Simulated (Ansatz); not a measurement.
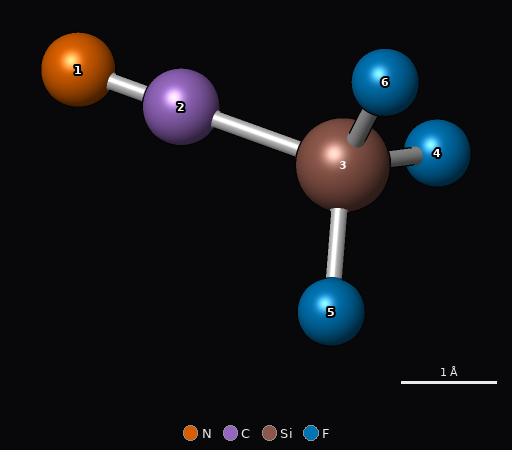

The input geometry (ball-and-stick view, seen at a tilt; atoms are numbered from 1 in the order of the input).

# Run report: CF3NSi, geometry relaxation

CF3NSi, SMILES N#C[Si](F)(F)F, computed with RKS PBE-D4/def2-SVP (Ansatz 0.2.0).

The geometry: force-field start. Figures and captions count atoms from 1; the log counts them from 0 in places.

**The program's output**
```
Functional definition: PBE
  name "PBE"
  cite "Perdew, Burke & Ernzerhof, Phys. Rev. Lett. 77, 3865 (1996) doi:10.1103/PhysRevLett.77.3865"
  parent pbe
  parameter kappa = 0.804
  parameter beta = 0.06672455060314922
  exchange = pbe_x(kappa = kappa, mu = beta*pi^2/3)
  correlation = pbe_c(beta = beta)
970 factors; their error is unknown
mean field evaluation 1: about -18527.1427 eV, gradient 6.0e1 eV
mean field evaluation 2: about -18497.4244 eV, gradient 1.3e2 eV
mean field evaluation 4: about -18533.7616 eV, gradient 5.4e0 eV
mean field evaluation 8: about -18533.8298 eV, gradient 6.9e-2 eV
mean field evaluation 16: about -18533.7605 eV, gradient 7.5e-5 eV
mean field -18533.76053381 eV, -681.1031369833 hartree, gradient 7.5e-5 eV, S^2 0.000000; 0 other end points of the search recorded, 0 dependent functions left out
the calculation of the forces begins
reference -18533.76055803 eV, -681.1031378734 hartree; 27, 27 occupied and 61, 61 virtual orbitals, 970 factors
relax step   1: F+E_penalty+E_count = -18533.89301889 eV  Δ(F+E_penalty+E_count) = +0.000e0 eV  max|allowed force component| = 4.676e0 eV/Å  Δτ_max = 0.0000 Å  (26 SCF iters, accepted)
these checks for a lower state are left out or cut short: starts, cluster_reference, orbital_swaps, neighbouring_geometries, increment
970 factors; their error is unknown
mean field -18534.02309498 eV, -681.1127859285 hartree, gradient 5.8e-6 eV, S^2 0.000000; 0 other end points of the search recorded, 0 dependent functions left out
the calculation of the forces begins
reference -18534.02311913 eV, -681.1127868158 hartree; 27, 27 occupied and 61, 61 virtual orbitals, 970 factors
relax step   2: F+E_penalty+E_count = -18534.15717348 eV  Δ(F+E_penalty+E_count) = -2.642e-1 eV  max|allowed force component| = 1.525e0 eV/Å  Δτ_max = 0.0731 Å  (30 SCF iters, accepted)
these checks for a lower state are left out or cut short: starts, cluster_reference, orbital_swaps, neighbouring_geometries, increment
970 factors; their error is unknown
mean field -18534.06228318 eV, -681.1142260681 hartree, gradient 1.9e-5 eV, S^2 0.000000; 0 other end points of the search recorded, 0 dependent functions left out
the calculation of the forces begins
reference -18534.06230726 eV, -681.1142269532 hartree; 27, 27 occupied and 61, 61 virtual orbitals, 970 factors
relax step   3: F+E_penalty+E_count = -18534.19683212 eV  Δ(F+E_penalty+E_count) = -3.966e-2 eV  max|allowed force component| = 3.147e-1 eV/Å  Δτ_max = 0.0213 Å  (30 SCF iters, accepted)
these checks for a lower state are left out or cut short: starts, cluster_reference, orbital_swaps, neighbouring_geometries, increment
970 factors; their error is unknown
mean field evaluation 32: about -18534.1347 eV, gradient 7.7e-3 eV
mean field -18534.06610980 eV, -681.1143666941 hartree, gradient 1.8e-5 eV, S^2 0.000000; 0 other end points of the search recorded, 0 dependent functions left out
the calculation of the forces begins
reference -18534.06613392 eV, -681.1143675804 hartree; 27, 27 occupied and 61, 61 virtual orbitals, 970 factors
relax step   4: F+E_penalty+E_count = -18534.20047919 eV  Δ(F+E_penalty+E_count) = -3.647e-3 eV  max|allowed force component| = 2.235e-2 eV/Å  Δτ_max = 0.0204 Å  (30 SCF iters, accepted)
```

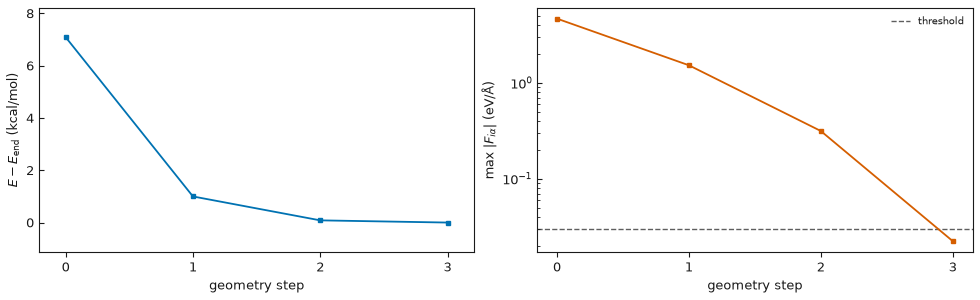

Progress of the relaxation, step by step (the first geometry is step 0 here and step 1 in the log).

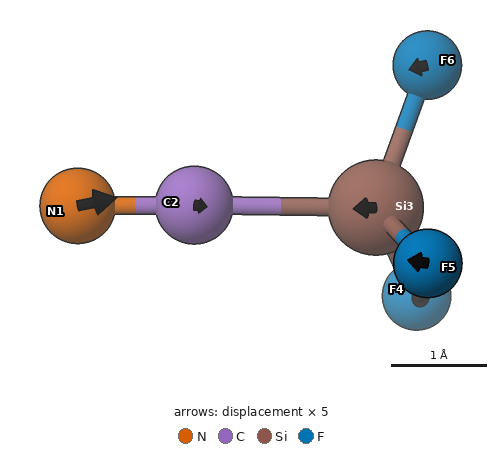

The starting structure with the displacements as black arrows, magnified 5 times (ball-and-stick view, seen at a tilt). The two geometries are laid on each other by the best rigid fit. The atom that moves furthest after the best rigid fit is N1 (0.088 Å). Largest moves by element: N 0.088 Å, Si 0.052 Å, F 0.047 Å, C 0.030 Å. Among the contacts that change: C2–Si3 1.912 → 1.833 Å, Si3–F4 1.539 → 1.605 Å, N1–C2 1.227 → 1.172 Å. Among the angles that change: F4–Si3–F6 112.3° → 109.5°. The energy falls by 7.09 kcal/mol in 3 geometry steps. Largest force component: 4.7 eV/Å at the start, 0.022 eV/Å at the end. (Atoms are counted from 1 in the order of the input.)

```
970 factors; their error is unknown
mean field -18534.06610980 eV, -681.1143666941 hartree, gradient 1.8e-5 eV, S^2 0.000000; 1 other end points of the search recorded, 0 dependent functions left out
the calculation of the forces begins
reference -18534.06613392 eV, -681.1143675804 hartree; 27, 27 occupied and 61, 61 virtual orbitals, 970 factors
Total energy: -18534.20050331 eV, -681.1193055644 hartree
Atom 0 at     2.178468    -0.726210     0.916106 Å, force     0.021397    -0.004404     0.009475 eV/Å
Atom 1 at     1.147147    -0.384267     0.477636 Å, force    -0.022346     0.002919    -0.010148 eV/Å
Atom 2 at    -0.467273     0.145590    -0.209469 Å, force    -0.014282     0.008217    -0.005031 eV/Å
Atom 3 at    -1.336394    -1.148349    -0.592106 Å, force     0.002017    -0.012195     0.000487 eV/Å
Atom 4 at    -0.224051     1.034333    -1.523691 Å, force     0.009777     0.002811    -0.005111 eV/Å
Atom 5 at    -1.255896     1.014803     0.885424 Å, force     0.003437     0.002651     0.010329 eV/Å
Dipole moment:    -0.233883     0.077445    -0.099492 e Å
```

**Trajectory as extended XYZ (Å, eV, eV/Å), 4 frames, from step=1 to step=4**
```
6
Properties=species:S:1:pos:R:3:forces:R:3 step=1 energy=-18533.89302
N     2.2478   -0.7742    0.9405   -4.6759   1.6486  -1.9310
C     1.1689   -0.3958    0.4942    3.5050  -1.2097   1.4595
Si   -0.5180    0.1518   -0.2190    2.7615   1.9843   0.9952
F    -1.2996   -1.1189   -0.5967   -1.5715  -2.3043  -0.6096
F    -0.2675    1.0347   -1.5405   -0.0095  -0.0207   0.1389
F    -1.2896    1.0383    0.8754   -0.0096  -0.0981  -0.0531
6
Properties=species:S:1:pos:R:3:forces:R:3 step=2 energy=-18534.15717
N     2.1853   -0.7437    0.9179   -0.0894   0.0464  -0.0315
C     1.1544   -0.3866    0.4876   -0.4496   0.1375  -0.1960
Si   -0.4920    0.1438   -0.2127    1.5253   1.1261   0.5035
F    -1.3049   -1.1390   -0.5954   -0.8975  -1.2236  -0.3158
F    -0.2426    1.0325   -1.5287   -0.0211  -0.0208   0.0606
F    -1.2582    1.0288    0.8852   -0.0678  -0.0656  -0.0208
6
Properties=species:S:1:pos:R:3:forces:R:3 step=3 energy=-18534.19683
N     2.1698   -0.7326    0.9126    0.1677  -0.0403   0.0766
C     1.1413   -0.3787    0.4809   -0.1568   0.0195  -0.0801
Si   -0.4752    0.1435   -0.2088    0.3147   0.2976   0.0400
F    -1.3180   -1.1557   -0.5967   -0.2268  -0.2195  -0.0348
F    -0.2301    1.0342   -1.5222   -0.0171  -0.0115  -0.0031
F    -1.2458    1.0252    0.8882   -0.0816  -0.0458   0.0013
6
Properties=species:S:1:pos:R:3:forces:R:3 step=4 energy=-18534.20048
N     2.1785   -0.7262    0.9161    0.0214  -0.0044   0.0095
C     1.1471   -0.3843    0.4776   -0.0223   0.0029  -0.0101
Si   -0.4673    0.1456   -0.2095   -0.0143   0.0082  -0.0050
F    -1.3364   -1.1483   -0.5921    0.0020  -0.0122   0.0005
F    -0.2241    1.0343   -1.5237    0.0098   0.0028  -0.0051
F    -1.2559    1.0148    0.8854    0.0034   0.0027   0.0103
```

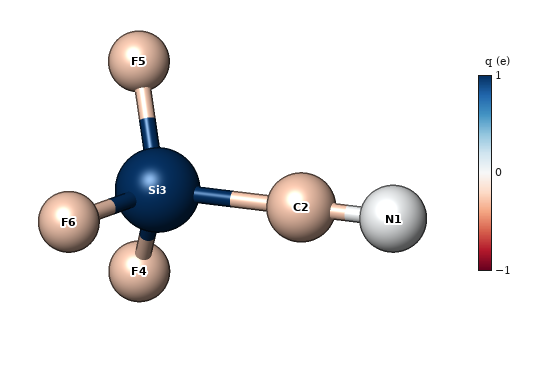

Mulliken charges, as the colour of each atom (ball-and-stick view, seen at a tilt; atoms are numbered from 1 in the order of the input). By element: N +0.03, C −0.26, Si +0.99 and F −0.25 e.

The run was set up as follows.

**Input file**
```yaml
crystal:
  periodic: [false, false, false]
  atoms:
    - {symbol: N, position_ang: [2.247800, -0.774200, 0.940500]}
    - {symbol: C, position_ang: [1.168900, -0.395800, 0.494200]}
    - {symbol: Si, position_ang: [-0.518000, 0.151800, -0.219000]}
    - {symbol: F, position_ang: [-1.299600, -1.118900, -0.596700]}
    - {symbol: F, position_ang: [-0.267500, 1.034700, -1.540500]}
    - {symbol: F, position_ang: [-1.289600, 1.038300, 0.875400]}
basis:
  gaussian: {orbitals: def2-SVP}
hamiltonian: {xc: pbe, dispersion: d4}
relax: {f_tol: 0.03, max_steps: 200}
```

Run as:
```bash
ansatz run in.yaml --threads 4 --pin off --events-out ev --progress --plain --max-ram 10444MiB
```

**Key numbers**

| quantity | value |
| --- | --- |
| outcome | converged |
| total energy | −18534.2005 eV |
| mean-field energy | −18534.0661 eV |
| dispersion energy | −0.1344 eV |
| SCF solution under orbital rotations | stable |
| largest force (length of the vector) at the end | 0.025 eV/Å |
| dipole moment | 1.28 D |
| hardware | 4 threads of Arm Neoverse V2, 23 GiB of memory available, shared host |
| wall time | 2.7 s (CPU time 9.4 s) |
| peak memory | 0.13 GiB |
